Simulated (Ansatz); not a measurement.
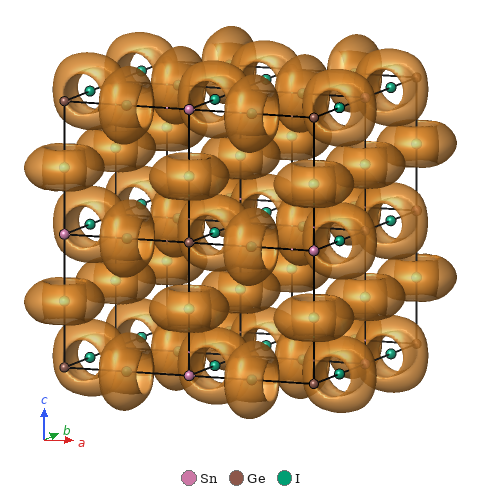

Figure. SnGeI6. Isosurface of the ELF at 0.7 (orange), seen slightly off an axis. Only the valence region is drawn (cores and ρ < 0.01 e/Å³ removed). Sticks mark near contacts.

Space group Fm-3m; a structure from a database of computed crystals, not necessarily the ambient phase; started from the MgZrF6-225 prototype, which need not be the ambient phase.

Computed with DFT, r2SCAN+rVV10, plane waves, PAW in Ansatz 0.2.0.

In a PAW calculation such maps are meaningful between the atoms, not at the nuclei.

```xyz
32
Lattice="11.5975 0.0000 0.0000 0.0000 11.5975 0.0000 0.0000 0.0000 11.5975" Properties=species:S:1:pos:R:3 pbc="T T T"
Sn    5.7988    0.0000    0.0000
Sn    0.0000    5.7988    0.0000
Sn    0.0000    0.0000    5.7988
Sn    5.7988    5.7988    5.7988
Ge    0.0000    0.0000    0.0000
Ge    5.7988    5.7988    0.0000
Ge    5.7988    0.0000    5.7988
Ge    0.0000    5.7988    5.7988
I     2.8901    0.0000    0.0000
I     8.6889    5.7988    0.0000
I     8.6889    0.0000    5.7988
I     2.8901    5.7988    5.7988
I     8.7074    0.0000    0.0000
I     2.9087    5.7988    0.0000
I     2.9087    0.0000    5.7988
I     8.7074    5.7988    5.7988
I     0.0000    2.8901    0.0000
I     5.7988    8.6889    0.0000
I     5.7988    2.8901    5.7988
I     0.0000    8.6889    5.7988
I     5.7988    2.9087    0.0000
I     0.0000    8.7074    0.0000
I     0.0000    2.9087    5.7988
I     5.7988    8.7074    5.7988
I     0.0000    0.0000    2.8901
I     5.7988    5.7988    2.8901
I     5.7988    0.0000    8.6889
I     0.0000    5.7988    8.6889
I     5.7988    0.0000    2.9087
I     0.0000    5.7988    2.9087
I     0.0000    0.0000    8.7074
I     5.7988    5.7988    8.7074
```

### Identify the bonds, lone pairs and shells in this picture.

At this value the surface marks out 24 regions wrapped around I (the valence shell of each), counted in one cell of 32 atoms. Any copies at cell faces, edges or corners count once. Profiles from the grid: Ge–I (2.89 Å): the ELF is about 0.50 at the midpoint. Sn–I (2.91 Å): the ELF peaks at about 0.65 in the valence shell of I, 1.2 Å from its nucleus, and is about 0.55 at the midpoint.
